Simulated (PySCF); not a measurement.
**Si₃ (charge +1): frequency calculation**

- system: Si₃, charge +1, multiplicity 4
- method: UKS-based PBE0, Si def2-TZVP; non-relativistic Hamiltonian; density fitting (PySCF 2.14.0)

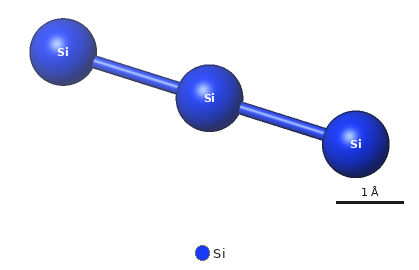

*The input geometry (ball-and-stick view, seen at an oblique angle).*

### Key numbers

```json
{"quantity": "outcome", "value": "converged"}
{"quantity": "total energy", "value": "−867.680118 hartree"}
{"quantity": "⟨S²⟩", "value": "3.769"}
{"quantity": "zero-point energy", "value": "0.001923 hartree"}
{"quantity": "wavenumbers, lowest and highest", "value": "45 and 397 cm⁻¹"}
{"quantity": "hardware", "value": "4 threads of Arm Neoverse V1, 24 GiB of memory available, shared host"}
{"quantity": "wall time", "value": "16 s (CPU time 52 s)"}
{"quantity": "peak memory", "value": "1 GiB"}
```

### Remarks

Checks after the run noted: the SCF density has lower symmetry than the nuclear frame.

### The input
```python
from pyscf import gto, scf, dft
mol = gto.M(atom='''
Si    -0.000000     0.000000     0.000000
Si    -0.000000    -0.000000     2.335645
Si     0.000000     0.000000    -2.335645''',
    basis={'Si': 'def2-TZVP'},
    charge=1, spin=3)
mf = dft.UKS(mol, xc='PBE0')
mf.grids.atom_grid = (75, 302)
aux = {'Si': 'def2-universal-JKFIT'}
mf = mf.density_fit(auxbasis=aux)
mf.conv_tol = 1e-09
mf.diis_space = 10
mf.max_cycle = 60
mf.verbose = 4
mf.kernel()
```

The script is an equivalent of the set-up of the self-consistent field. The run itself was carried out by a driver, which started from the orbitals of the step before it where there was one and computed the further properties.

Run as:
```bash
OMP_NUM_THREADS=4 python axn.py task.json out
```

### Output
```
init E= -867.68011821141
  alpha nocc = 22  HOMO = -0.391424569384483  LUMO = -0.271458508499915
  beta  nocc = 19  HOMO = -0.434322515849111  LUMO = -0.339747873831504
  HOMO = -0.391424569384  LUMO = -0.339747873832  gap/eV = 1.40619
cycle= 1 E= -867.68011821141  delta_E= 1.14e-13  |g|= 1.08e-06  |ddm|= 2.51e-06
  alpha nocc = 22  HOMO = -0.391424568495669  LUMO = -0.271458495876768
  beta  nocc = 19  HOMO = -0.434322507058672  LUMO = -0.33974786460011
  HOMO = -0.391424568496  LUMO = -0.3397478646  gap/eV = 1.40619
Extra cycle  E= -867.680118211404  delta_E= 6.14e-12  |g|= 2.18e-06  |ddm|= 5.05e-06
converged SCF energy = -867.680118211404  <S^2> = 3.7689593  2S+1 = 4.0094684
```

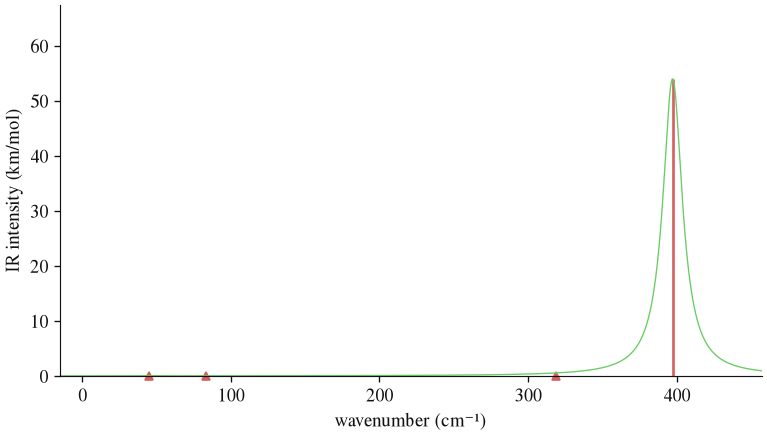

*Harmonic infrared spectrum, unscaled: sticks (degenerate modes added up, dark ones marked on the axis) with a Lorentzian envelope of 16 cm⁻¹ full width, scaled to the tallest stick.*

4 modes from 45 to 397 cm⁻¹, none imaginary. The strongest line is at 397 cm⁻¹ (54 km/mol). All modes, in cm⁻¹ (km/mol): 45 (0.0), 83 (0.0), 319 (0.0), 397 (54). The two bends of a linear molecule should be equal; they aren't, because the electronic state found breaks the axial symmetry.
